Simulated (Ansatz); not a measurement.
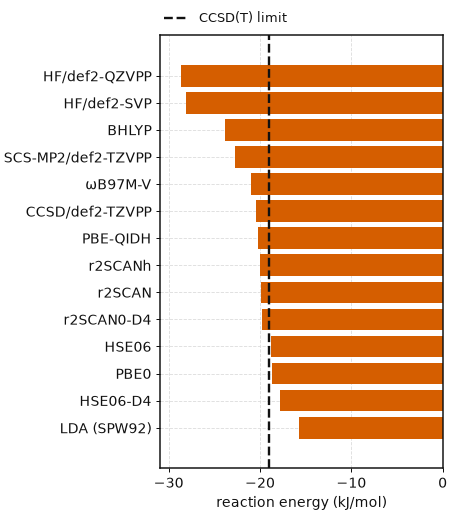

Electronic reaction energy of GePH₅S ([PH2][GeH2][SH]) + H₂S (S) → GeH₄S₂ ([SH][GeH2][SH]) + PH₃ (P) (SMILES in brackets) at several levels (functionals in def2-TZVPP unless a basis is named), isolated molecules at PBE0-D4 triple-zeta geometries, minima by their frequencies, no zero-point or thermal terms, the Ansatz code 0.2.0. The line is frozen-core CCSD(T) at the basis limit (MP2 extrapolated from triple and quadruple zeta, plus CCSD(T) less MP2 in a smaller set). PBE-QIDH holds a correlation term that converges slowly with the basis, so part of the distance to the limit is basis error. No dispersion term is added to BHLYP, PBE-QIDH, r2SCANh, r2SCAN, HSE06 and PBE0. The distance of HF/def2-SVP, SCS-MP2/def2-TZVPP and CCSD/def2-TZVPP to the limit includes basis error.

**What range do the values span, the line included?**

From −28.6 kJ/mol (HF/def2-QZVPP) to −15.8 kJ/mol (LDA (SPW92)).

**What do zero-point energy and temperature add?**

Zero-point change 1.1 kJ/mol; at 298.15 K and 1 bar the CCSD(T) limit plus thermal terms gives an enthalpy of reaction of −18.4 and a free energy of −19.0 kJ/mol (harmonic PBE0-D4 modes, ideal gas).

Note: no scalar relativity up to krypton; outer-core shells are correlated without core-valence functions, which makes the correlated values less sure.
